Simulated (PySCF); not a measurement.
**C₆H₁₀F₂O₂: density, localisation and related maps**

```yaml
atoms:
  - { symbol: C, position_ang: [-2.2083, -0.6121, 0.9388] }
  - { symbol: C, position_ang: [-0.9349, 0.1212, 0.5224] }
  - { symbol: C, position_ang: [-1.1411, 1.6342, 0.5007] }
  - { symbol: C, position_ang: [-0.5047, -0.3414, -0.8527] }
  - { symbol: O, position_ang: [0.3265, -1.4749, -0.9574] }
  - { symbol: C, position_ang: [0.8911, -0.2577, -1.2894] }
  - { symbol: O, position_ang: [1.8347, 0.2678, -0.4055] }
  - { symbol: C, position_ang: [2.9547, -0.4888, -0.2775] }
  - { symbol: F, position_ang: [3.7973, -0.2982, -1.3257] }
  - { symbol: F, position_ang: [3.6150, -0.0828, 0.8110] }
  - { symbol: H, position_ang: [-2.4911, -0.3247, 1.9480] }
  - { symbol: H, position_ang: [-3.0266, -0.3639, 0.2662] }
  - { symbol: H, position_ang: [-2.0512, -1.6874, 0.9130] }
  - { symbol: H, position_ang: [-0.1343, -0.1213, 1.2271] }
  - { symbol: H, position_ang: [-1.8906, 1.9054, -0.2398] }
  - { symbol: H, position_ang: [-1.4782, 1.9762, 1.4754] }
  - { symbol: H, position_ang: [-0.2090, 2.1369, 0.2571] }
  - { symbol: H, position_ang: [-1.2670, -0.2802, -1.6269] }
  - { symbol: H, position_ang: [1.1563, -0.1244, -2.3367] }
  - { symbol: H, position_ang: [2.7562, -1.5735, -0.2021] }
```

Geometry: GFN2-xTB.

These are results of PBE0/pcSseg-1, SCF density, gas phase, non-relativistic in PySCF, not measurements.

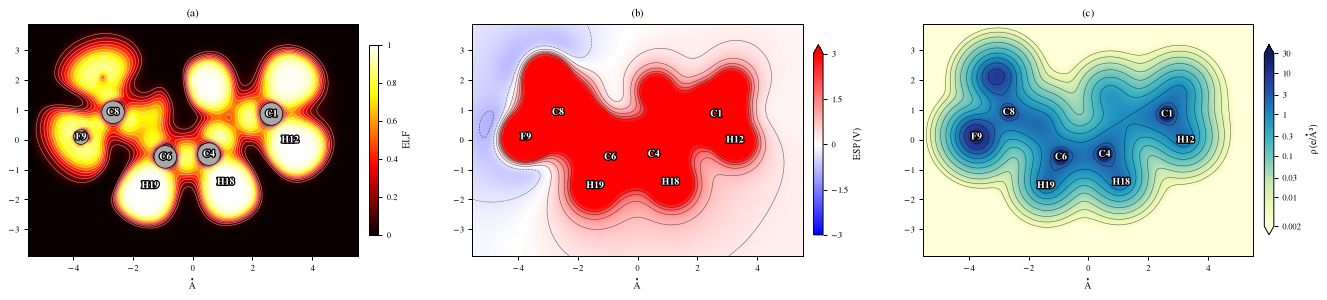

Figure 1. (a) electron localisation function; (b) electrostatic potential; (c) electron density on the plane of atoms C6, C4 and H18. Grey discs cover the atomic cores in the ELF map.

Q: Interpret the plot.

A: The section cuts through C, F and H sites. C–F (1.36 Å): ρ at the midpoint is about 2.3 e/Å³, with its minimum of 1.8 e/Å³ about 0.5 Å from C; the ELF peaks at about 0.85 between the atoms; a shared but strongly polarised pair. C–C (1.46 Å): ρ at the midpoint is about 1.7 e/Å³; the ELF peaks at about 0.90 between the atoms; a shared electron pair. C–H (1.09 Å): ρ at the midpoint is about 2 e/Å³; the ELF climbs to about 1 towards the hydrogen, as it does in any bond to H; a covalent bond by its length. The ELF also peaks beside F9 and F10, away from the bonds: lone-pair regions. Outside the dense part of the molecule the potential is most negative (−0.9 V) near F9.

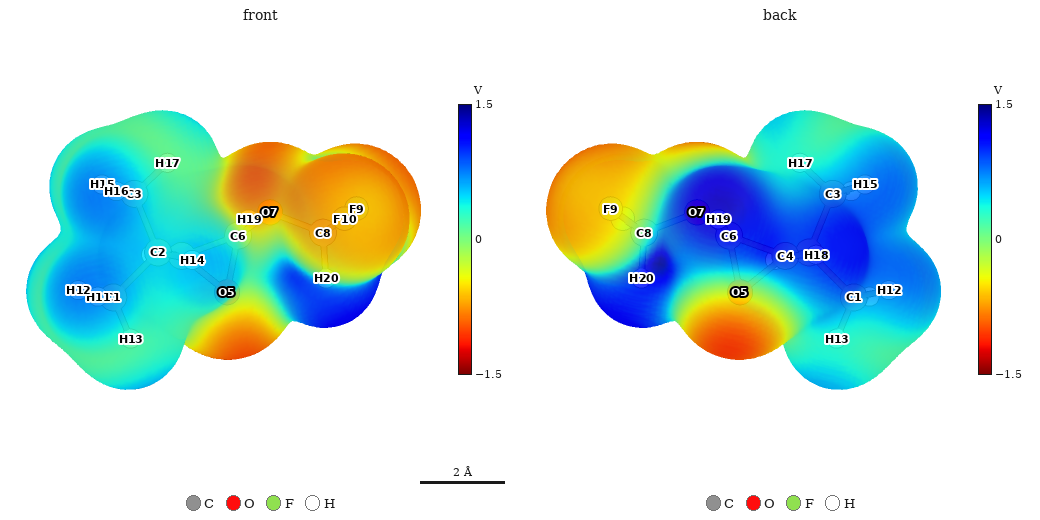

Figure 2. The electrostatic potential painted on the density surface at 0.002 e/bohr³, seen from the front and from behind; red is negative and blue positive.

Q: Where is the surface potential most negative and most positive?

A: The most negative region (about −1.0 V) lies over O5, the most positive (about +1.2 V) over C6, C8, H19 and H20. O5 is the likeliest acceptor of a hydrogen bond.
